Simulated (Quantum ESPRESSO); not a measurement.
# Magnetic state of FeSi from several starts

Wanted: the moments of FeSi and the energy of each order that was tried.

Main program and level: Quantum ESPRESSO 7.5; PBEsol; plane waves with GBRV 1.5 PBEsol potentials, no spin-orbit coupling.

### 1. The starting structure

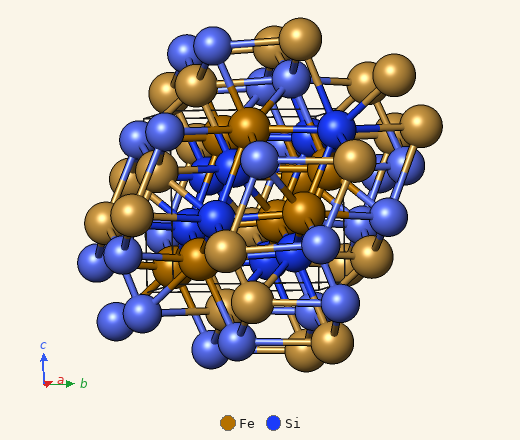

The cell as given, slightly off an axis (iron orange, silicon blue). 2×1×1 cells are drawn. Some periodic images of atoms are drawn too.

The cell comes from Materials Project 2023-11-01, a database of computed structures, and need not be the stable phase.

### 2. Start 1: ferro ++++

The signs are those of the starting moments on the seeded atoms, the atoms that are given a moment.

File pw.in:

```
&CONTROL
  calculation = 'scf'
  prefix = 'pwscf'
  outdir = './tmp'
  pseudo_dir = './pseudo'
  disk_io = 'nowf'
/
&SYSTEM
  ibrav = 0
  celldm(1) = 8
  nat = 8
  ntyp = 2
  ecutwfc = 40
  ecutrho = 280
  nbnd = 58
  occupations = 'smearing'
  smearing = 'fd'
  degauss = 0.00734986
  nspin = 2
  starting_magnetization(1) = 0.175
  starting_magnetization(2) = 0
/
&ELECTRONS
  conv_thr = 1.6d-08
  electron_maxstep = 150
  mixing_beta = 0.3
/
ATOMIC_SPECIES
Fe     55.8450 fe_pbesol_v1.5.uspp.F.UPF
Si     28.0850 si_pbesol_v1.uspp.F.UPF
CELL_PARAMETERS alat
   1.0596639243839    0.0000000000000    0.0000000000000
   0.0000000000000    1.0596639243839    0.0000000000000
   0.0000000000000    0.0000000000000    1.0596639243839
ATOMIC_POSITIONS crystal
Fe      0.8630876900    0.6369123100    0.3630876900
Fe      0.6369123100    0.3630876900    0.8630876900
Fe      0.3630876900    0.8630876900    0.6369123100
Fe      0.1369123100    0.1369123100    0.1369123100
Si      0.1586982700    0.3413017300    0.6586982700
Si      0.3413017300    0.6586982700    0.1586982700
Si      0.6586982700    0.1586982700    0.3413017300
Si      0.8413017300    0.8413017300    0.8413017300
K_POINTS automatic
8 8 8 0 0 0
```

Run with:

```sh
$ OMP_NUM_THREADS=1 mpirun -n 4 pw.x -nk 4 -in pw.in > pw.out
```

What it wrote:

```text
Program PWSCF v.7.5 starts

     Message from routine setup:
     using ibrav=0 with symmetry is DISCOURAGED, use correct ibrav instead

     K-points division:     npool     =       4
     Subspace diagonalization in iterative solution of the eigenvalue problem:

     G-vector sticks info
     --------------------
     sticks:   dense  smooth     PW     G-vecs:    dense   smooth      PW
     Sum        1605     917    277                48297    20815    3431

     Using Slab Decomposition

     bravais-lattice index     =            0
     lattice parameter (alat)  =       8.0000  a.u.
     unit-cell volume          =     609.2204 (a.u.)^3
     number of atoms/cell      =            8
     number of atomic types    =            2
     number of electrons       =        80.00
     number of Kohn-Sham states=           58
     kinetic-energy cutoff     =      40.0000  Ry
     charge density cutoff     =     280.0000  Ry
     scf convergence threshold =      1.6E-08
     mixing beta               =       0.3000
     number of iterations used =            8  plain     mixing
     Exchange-correlation= SLA  PW   PSX  PSC
                           (   1   4  10   8   0   0   0)

     celldm(1)=   8.000000  celldm(2)=   0.000000  celldm(3)=   0.000000
     celldm(4)=   0.000000  celldm(5)=   0.000000  celldm(6)=   0.000000

     crystal axes: (cart. coord. in units of alat)
               a(1) = (   1.059664   0.000000   0.000000 )
               a(2) = (   0.000000   1.059664   0.000000 )
               a(3) = (   0.000000   0.000000   1.059664 )

     reciprocal axes: (cart. coord. in units 2 pi/alat)
               b(1) = (  0.943695  0.000000  0.000000 )
               b(2) = (  0.000000  0.943695  0.000000 )
               b(3) = (  0.000000  0.000000  0.943695 )

     PseudoPot. # 1 for Fe read from file:
     fe_pbesol_v1.5.uspp.F.UPF
     Pseudo is Ultrasoft + core correction, Zval = 16.0
     Generated by new atomic code, or converted to UPF format
     Using radial grid of  861 points,  6 beta functions with:
                l(1) =   0
                l(2) =   0
                l(3) =   1
                l(4) =   1
                l(5) =   2
                l(6) =   2
     Q(r) pseudized with  8 coefficients,  rinner =    1.000   1.000   1.000
                                                       1.000   1.000

     PseudoPot. # 2 for Si read from file:
     si_pbesol_v1.uspp.F.UPF
     Pseudo is Ultrasoft + core correction, Zval =  4.0
     Generated by new atomic code, or converted to UPF format
     Using radial grid of  899 points,  6 beta functions with:
                l(1) =   0
                l(2) =   0
                l(3) =   1
                l(4) =   1
                l(5) =   2
                l(6) =   2
     Q(r) pseudized with  8 coefficients,  rinner =    0.900   0.900   0.900
                                                       0.900   0.900

     atomic species   valence    mass     pseudopotential
     Fe               16.00    55.84500     Fe( 1.00)
     Si                4.00    28.08500     Si( 1.00)

     Starting magnetic structure
     atomic species   magnetization
     Fe              0.175
     Si              0.000

     12 Sym. Ops. (no inversion) found ( 9 have fractional translation)

   Cartesian axes

     site n.     atom                  positions (alat units)
         1        Fe     tau(   1) = (   0.9145829   0.6749130   0.3847509  )
         2        Fe     tau(   2) = (   0.6749130   0.3847509   0.9145829  )
         3        Fe     tau(   3) = (   0.3847509   0.9145829   0.6749130  )
         4        Fe     tau(   4) = (   0.1450810   0.1450810   0.1450810  )
         5        Si     tau(   5) = (   0.1681668   0.3616651   0.6979988  )
         6        Si     tau(   6) = (   0.3616651   0.6979988   0.1681668  )
         7        Si     tau(   7) = (   0.6979988   0.1681668   0.3616651  )
         8        Si     tau(   8) = (   0.8914971   0.8914971   0.8914971  )

     number of k points=    45  Fermi-Dirac smearing, width (Ry)=  0.0073
                       cart. coord. in units 2pi/alat
        k(    1) = (   0.0000000   0.0000000   0.0000000), wk =   0.0019531
        k(    2) = (   0.0000000   0.0000000   0.1179619), wk =   0.0117188
        k(    3) = (   0.0000000   0.0000000   0.2359239), wk =   0.0117188
        k(    4) = (   0.0000000   0.0000000   0.3538858), wk =   0.0117188
        k(    5) = (   0.0000000   0.0000000  -0.4718477), wk =   0.0058594
        [... 40 further k-points ...]

     Dense  grid:    48297 G-vectors     FFT dimensions: (  48,  48,  48)

     Smooth grid:    20815 G-vectors     FFT dimensions: (  36,  36,  36)

     Check: negative core charge=   -0.000033
     Generating pointlists ...
     new r_m :   0.2238 (alat units)  1.7905 (a.u.) for type    1
     new r_m :   0.2238 (alat units)  1.7905 (a.u.) for type    2

     Initial potential from superposition of free atoms

     starting charge      75.9974, renormalised to      80.0000
     Starting wfcs are   68 randomized atomic wfcs

     Self-consistent Calculation

     iteration #  1     ecut=    40.00 Ry     beta= 0.30
     Davidson diagonalization with overlap
     ethr =  1.00E-02,  avg # of iterations =  4.6

     total energy              =   -1036.47083030 Ry
     estimated scf accuracy    <       9.50145673 Ry

     total magnetization       =     5.29 Bohr mag/cell
     absolute magnetization    =     6.80 Bohr mag/cell

     iteration #  2     ecut=    40.00 Ry     beta= 0.30
     Davidson diagonalization with overlap
     ethr =  1.00E-02,  avg # of iterations =  2.2

     total energy              =   -1038.31085854 Ry
     estimated scf accuracy    <       8.72018228 Ry

     total magnetization       =     3.49 Bohr mag/cell
     absolute magnetization    =     4.76 Bohr mag/cell

     iteration #  3     ecut=    40.00 Ry     beta= 0.30
     Davidson diagonalization with overlap
     ethr =  1.00E-02,  avg # of iterations =  1.0

     total energy              =   -1039.32086981 Ry
     estimated scf accuracy    <       0.18155404 Ry

     total magnetization       =     4.83 Bohr mag/cell
     absolute magnetization    =     6.41 Bohr mag/cell

     [... further iterations left out ...]

     iteration # 33     ecut=    40.00 Ry     beta= 0.30
     Davidson diagonalization with overlap
     ethr =  3.56E-09,  avg # of iterations =  1.6

     total energy              =   -1039.38886243 Ry
     estimated scf accuracy    <       0.00000016 Ry

     total magnetization       =    -0.01 Bohr mag/cell
     absolute magnetization    =     0.01 Bohr mag/cell

     iteration # 34     ecut=    40.00 Ry     beta= 0.30
     Davidson diagonalization with overlap
     ethr =  2.02E-10,  avg # of iterations =  4.0

     total energy              =   -1039.38886868 Ry
     estimated scf accuracy    <       0.00000054 Ry

     total magnetization       =     0.02 Bohr mag/cell
     absolute magnetization    =     0.03 Bohr mag/cell

     iteration # 35     ecut=    40.00 Ry     beta= 0.30
     Davidson diagonalization with overlap
     ethr =  2.02E-10,  avg # of iterations =  3.2

     total energy              =   -1039.38886927 Ry
     estimated scf accuracy    <       0.00000003 Ry

     total magnetization       =     0.01 Bohr mag/cell
     absolute magnetization    =     0.01 Bohr mag/cell

     iteration # 36     ecut=    40.00 Ry     beta= 0.30
     Davidson diagonalization with overlap
     ethr =  4.15E-11,  avg # of iterations =  4.0

     Magnetic moment per site  (integrated on atomic sphere of radius R)
     atom   1 (R=0.224)  charge= 14.1646  magn= -0.0005
     atom   2 (R=0.224)  charge= 14.1646  magn= -0.0005
     atom   3 (R=0.224)  charge= 14.1646  magn= -0.0005
     atom   4 (R=0.224)  charge= 14.1646  magn= -0.0005
     atom   5 (R=0.224)  charge=  1.7356  magn=  0.0000
     atom   6 (R=0.224)  charge=  1.7356  magn=  0.0000
     atom   7 (R=0.224)  charge=  1.7356  magn=  0.0000
     atom   8 (R=0.224)  charge=  1.7356  magn=  0.0000

     End of self-consistent calculation

     [... lines left out ...]
     the Fermi energy is    15.9479 ev

!    total energy              =   -1039.38887026 Ry
     estimated scf accuracy    <          2.2E-09 Ry
     smearing contrib. (-TS)   =      -0.01663982 Ry
     internal energy E=F+TS    =   -1039.37223043 Ry

     The total energy is F=E-TS. E is the sum of the following terms:
     one-electron contribution =    -608.22018698 Ry
     hartree contribution      =     349.84232807 Ry
     xc contribution           =    -133.44224447 Ry
     ewald contribution        =    -647.55212706 Ry

     total magnetization       =    -0.00 Bohr mag/cell
     absolute magnetization    =     0.00 Bohr mag/cell

     convergence has been achieved in  36 iterations

=------------------------------------------------------------------------------=
   JOB DONE.
=------------------------------------------------------------------------------=
```

The job ended after 6.6 min (4 MPI ranks of Arm Neoverse V2, shared host; peak memory 0.69 GiB).

Spin moment in the atom's sphere by atom:

```csv
atom,spin moment in the atom's sphere (μB)
Fe1,-0.0005
Fe2,-0.0005
Fe3,-0.0005
Fe4,-0.0005
Si5,0.0000
Si6,0.0000
Si7,0.0000
Si8,0.0000
```

This step gave:

```
smearing term TS       : 0.2264 eV
magnetization          : 0 μB
absolute magnetization : 0 μB
final state            : non-magnetic
```

### 3. Run 2, typed as antiferro ++−−

pw.in: that of step 2 with these lines changed.

```diff
@@ -11,6 +11,6 @@
   nat = 8
-  ntyp = 2
+  ntyp = 3
   ecutwfc = 40
   ecutrho = 280
-  nbnd = 58
+  nbnd = 52
   occupations = 'smearing'
@@ -20,3 +20,4 @@
   starting_magnetization(1) = 0.175
-  starting_magnetization(2) = 0
+  starting_magnetization(2) = -0.175
+  starting_magnetization(3) = 0
 /
@@ -28,3 +29,4 @@
 ATOMIC_SPECIES
-Fe     55.8450 fe_pbesol_v1.5.uspp.F.UPF
+Fe1    55.8450 fe_pbesol_v1.5.uspp.F.UPF
+Fe2    55.8450 fe_pbesol_v1.5.uspp.F.UPF
 Si     28.0850 si_pbesol_v1.uspp.F.UPF
@@ -35,6 +37,6 @@
 ATOMIC_POSITIONS crystal
-Fe      0.8630876900    0.6369123100    0.3630876900
-Fe      0.6369123100    0.3630876900    0.8630876900
-Fe      0.3630876900    0.8630876900    0.6369123100
-Fe      0.1369123100    0.1369123100    0.1369123100
+Fe1     0.8630876900    0.6369123100    0.3630876900
+Fe1     0.6369123100    0.3630876900    0.8630876900
+Fe2     0.3630876900    0.8630876900    0.6369123100
+Fe2     0.1369123100    0.1369123100    0.1369123100
 Si      0.1586982700    0.3413017300    0.6586982700
```

What it wrote:

```text
[banner, memory and clock lines left out]
Program PWSCF v.7.5 starts

     Message from routine setup:
     using ibrav=0 with symmetry is DISCOURAGED, use correct ibrav instead

     bravais-lattice index     =            0
     lattice parameter (alat)  =       8.0000  a.u.
     unit-cell volume          =     609.2204 (a.u.)^3
     number of atoms/cell      =            8
     number of atomic types    =            3
     number of electrons       =        80.00
     number of Kohn-Sham states=           52
     kinetic-energy cutoff     =      40.0000  Ry
     charge density cutoff     =     280.0000  Ry
     scf convergence threshold =      1.6E-08
     mixing beta               =       0.3000
     number of iterations used =            8  plain     mixing
     Exchange-correlation= SLA  PW   PSX  PSC
                           (   1   4  10   8   0   0   0)

     celldm(1)=   8.000000  celldm(2)=   0.000000  celldm(3)=   0.000000
     celldm(4)=   0.000000  celldm(5)=   0.000000  celldm(6)=   0.000000

     crystal axes: (cart. coord. in units of alat)
               a(1) = (   1.059664   0.000000   0.000000 )
               a(2) = (   0.000000   1.059664   0.000000 )
               a(3) = (   0.000000   0.000000   1.059664 )

     reciprocal axes: (cart. coord. in units 2 pi/alat)
               b(1) = (  0.943695  0.000000  0.000000 )
               b(2) = (  0.000000  0.943695  0.000000 )
               b(3) = (  0.000000  0.000000  0.943695 )

     PseudoPot. # 1 for Fe read from file:
     fe_pbesol_v1.5.uspp.F.UPF
     Pseudo is Ultrasoft + core correction, Zval = 16.0

     PseudoPot. # 2 for Fe read from file:
     fe_pbesol_v1.5.uspp.F.UPF
     Pseudo is Ultrasoft + core correction, Zval = 16.0

     PseudoPot. # 3 for Si read from file:
     si_pbesol_v1.uspp.F.UPF
     Pseudo is Ultrasoft + core correction, Zval =  4.0

     atomic species   valence    mass     pseudopotential
     Fe1              16.00    55.84500     Fe( 1.00)
     Fe2              16.00    55.84500     Fe( 1.00)
     Si                4.00    28.08500     Si( 1.00)

     Starting magnetic structure
     atomic species   magnetization
     Fe1             0.175
     Fe2            -0.175
     Si              0.000

      2 Sym. Ops. (no inversion) found ( 1 have fractional translation)

   Cartesian axes

     site n.     atom                  positions (alat units)
         1        Fe1    tau(   1) = (   0.9145829   0.6749130   0.3847509  )
         2        Fe1    tau(   2) = (   0.6749130   0.3847509   0.9145829  )
         3        Fe2    tau(   3) = (   0.3847509   0.9145829   0.6749130  )
         4        Fe2    tau(   4) = (   0.1450810   0.1450810   0.1450810  )
         5        Si     tau(   5) = (   0.1681668   0.3616651   0.6979988  )
         6        Si     tau(   6) = (   0.3616651   0.6979988   0.1681668  )
         7        Si     tau(   7) = (   0.6979988   0.1681668   0.3616651  )
         8        Si     tau(   8) = (   0.8914971   0.8914971   0.8914971  )

     number of k points=   170  Fermi-Dirac smearing, width (Ry)=  0.0073

     Number of k-points >= 100: set verbosity='high' to print them.

     Dense  grid:    48297 G-vectors     FFT dimensions: (  48,  45,  48)

     Smooth grid:    20815 G-vectors     FFT dimensions: (  36,  36,  36)

     Check: negative core charge=   -0.000033
     Generating pointlists ...
     new r_m :   0.2238 (alat units)  1.7905 (a.u.) for type    1
     new r_m :   0.2238 (alat units)  1.7905 (a.u.) for type    2
     new r_m :   0.2238 (alat units)  1.7905 (a.u.) for type    3

     Initial potential from superposition of free atoms

     starting charge      75.9974, renormalised to      80.0000
     Starting wfcs are   68 randomized atomic wfcs

     Self-consistent Calculation

     iteration #  1     ecut=    40.00 Ry     beta= 0.30
     Davidson diagonalization with overlap
     ethr =  1.00E-02,  avg # of iterations =  3.8

     total energy              =   -1036.41899055 Ry
     estimated scf accuracy    <       9.61600158 Ry

     total magnetization       =    -0.00 Bohr mag/cell
     absolute magnetization    =     6.66 Bohr mag/cell

     iteration #  2     ecut=    40.00 Ry     beta= 0.30
     Davidson diagonalization with overlap
     ethr =  1.00E-02,  avg # of iterations =  3.0

     total energy              =   -1038.21842715 Ry
     estimated scf accuracy    <       9.29354272 Ry

     total magnetization       =    -0.00 Bohr mag/cell
     absolute magnetization    =     4.30 Bohr mag/cell

     [... further iterations left out ...]

     iteration # 19     ecut=    40.00 Ry     beta= 0.30
     Davidson diagonalization with overlap
     ethr =  1.89E-10,  avg # of iterations =  2.2

     total energy              =   -1039.38886966 Ry
     estimated scf accuracy    <       0.00000006 Ry

     total magnetization       =    -0.00 Bohr mag/cell
     absolute magnetization    =     0.00 Bohr mag/cell

     iteration # 20     ecut=    40.00 Ry     beta= 0.30
     Davidson diagonalization with overlap
     ethr =  7.59E-11,  avg # of iterations =  2.4

     Magnetic moment per site  (integrated on atomic sphere of radius R)
     atom   1 (R=0.224)  charge= 14.1643  magn= -0.0011
     atom   2 (R=0.224)  charge= 14.1643  magn= -0.0011
     atom   3 (R=0.224)  charge= 14.1646  magn= -0.0002
     atom   4 (R=0.224)  charge= 14.1646  magn= -0.0002
     atom   5 (R=0.224)  charge=  1.7358  magn=  0.0000
     atom   6 (R=0.224)  charge=  1.7358  magn=  0.0000
     atom   7 (R=0.224)  charge=  1.7357  magn=  0.0000
     atom   8 (R=0.224)  charge=  1.7357  magn=  0.0000

     End of self-consistent calculation

     Number of k-points >= 100: set verbosity='high' to print the bands.

     the Fermi energy is    15.9479 ev

!    total energy              =   -1039.38886979 Ry
     estimated scf accuracy    <          7.1E-09 Ry
     smearing contrib. (-TS)   =      -0.01664003 Ry
     internal energy E=F+TS    =   -1039.37222975 Ry

     The total energy is F=E-TS. E is the sum of the following terms:
     one-electron contribution =    -608.21999578 Ry
     hartree contribution      =     349.84213685 Ry
     xc contribution           =    -133.44224377 Ry
     ewald contribution        =    -647.55212706 Ry

     total magnetization       =    -0.00 Bohr mag/cell
     absolute magnetization    =     0.00 Bohr mag/cell

     convergence has been achieved in  20 iterations
```

The job ended after 7.5 min (4 MPI ranks; peak memory 1.2 GiB; 30 min of CPU time).

Spin moment in the atom's sphere by atom:

```csv
atom,spin moment in the atom's sphere (μB)
Fe1,-0.0011
Fe2,-0.0011
Fe3,-0.0002
Fe4,-0.0002
Si5,0.0000
Si6,0.0000
Si7,0.0000
Si8,0.0000
```

This step gave:

```yaml
smearing_term_ts: 0.2264 eV
magnetization: 0 μB
absolute_magnetization: 0 μB
final_state: non-magnetic
```

### 4. Energies of the orders

An order is kept where moments of 0.15 μB or more survive with the typed signs; meshes match where a doubled cell samples the same k points as the first cell.

Orders:

```csv
start,final state,typed order kept,energy over the lowest (meV a seeded atom),largest site moment (μB),net moment (μB a cell of the first run),mesh matched,CPU time (s)
ferro ++++,non-magnetic,no,0,0,0.001731,yes,1092
antiferro ++--,non-magnetic,no,0.001597,0.001061,0.002227,yes,1804
```

### 5. What came out

```json
{
  "lowest state found": "non-magnetic (from ferro ++++ and antiferro ++--)",
  "largest site moment": "0 μB"
}
```

The lowest state carries no moment, and no start kept one. This is the lowest of 2 collinear or spinless starts, no proof of the ground state. Energies are free energies at an electronic temperature of 1160 K, which lowers moments and differences where the moments are itinerant.

[Logs and program files are shortened in this print: banners, set-up blocks, solver, clock and traceback lines can be left out without a mark of their own.]

[Logs are printed without paths, hosts, clocks, repeated set-up lines and the standing remarks that a program may print on its own settings, such as how far it seeks lower states.]

[Hosts, paths, dates, database ids (printed as entryN), source tags and the programs' standing remarks are cut or masked in the printed files.]

[Where a cell is said to come from a database of computed structures, the database is the Materials Project.]
